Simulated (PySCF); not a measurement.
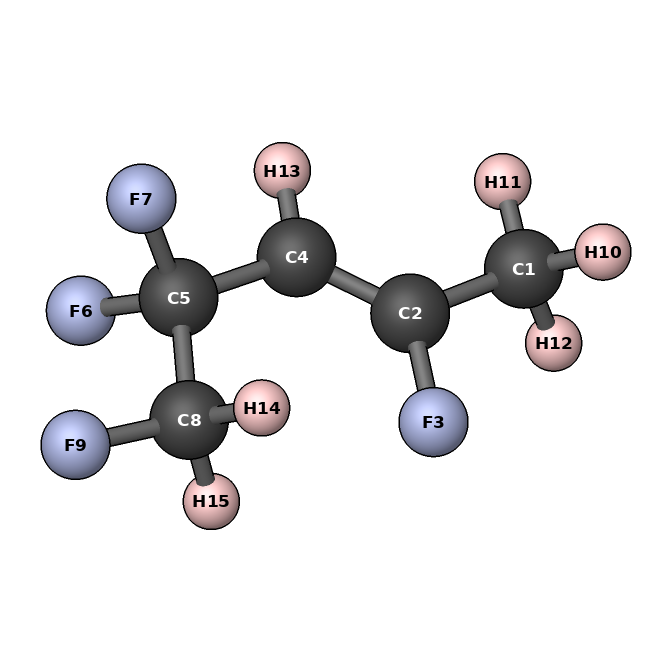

The computed structure is the end point of a GFN2-xTB optimisation. No frequency run is at hand to confirm it as a minimum. Method: GIAO PBE0/pcSseg-1 NMR shielding, non-relativistic, gas phase (PySCF 2.14.0). Principal shieldings σ11 ≤ σ22 ≤ σ33, span Ω = σ33 − σ11, skew κ = 3(σiso − σ22)/Ω.

Question. Which F atom has the most anisotropic shielding?

Answer. F3, with a span of 225 ppm.

Give the shielding tensors of the F atoms.

```csv
atom,σ11,σ22,σ33,σiso,Ω,κ
F3,158.9,246.9,383.7,263.1,224.8,0.22
"F6, F7",177.2,327.9,358.9,288.0,181.6,−0.66
F9,418.0,440.5,469.4,442.6,51.3,0.12
```

Shieldings and span in ppm.
